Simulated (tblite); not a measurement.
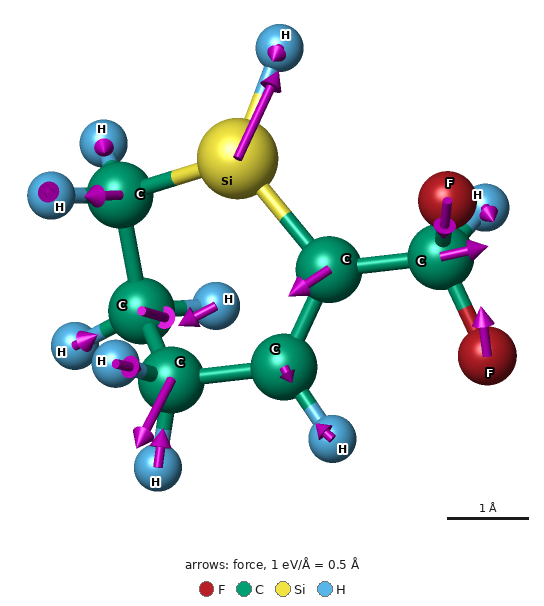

Starting geometry of C6H9F2Si (charge +1) with the computed forces as purple arrows. Style: ball-and-stick. Shown at a tilt.

Level of theory: GFN2-xTB geometry optimisation, gas phase (tblite). 

> What follows when this structure is relaxed?

It isn't relaxed: the largest force vector, on the Si atom, is 2.56 eV/Å. The final displacements have little in common with the starting forces (cosine between the two patterns 0.30). After 123 geometry steps the energy has fallen by 0.907 eV. An F atom moves most after the best rigid fit: 2.09 Å. By element the largest moves are F 2.09 Å, H 1.59 Å, Si 0.34 Å, C 0.33 Å. Some distances before and after: C–Si 2.897 → 3.225 Å, C–H 1.140 → 1.097 Å, H–Si 1.485 → 1.451 Å, C–H 1.125 → 1.091 Å. Bond angles that change, for instance: C–Si–H 116.7° → 132.5°, C–Si–C 114.9° → 104.4°, C–C–Si 124.7° → 115.4°. Groups turn about C–C by about 90°, C–C by about 25°, C–C by about 25°. Cost: 1 s on 1 thread of Arm Neoverse V1 (shared host).
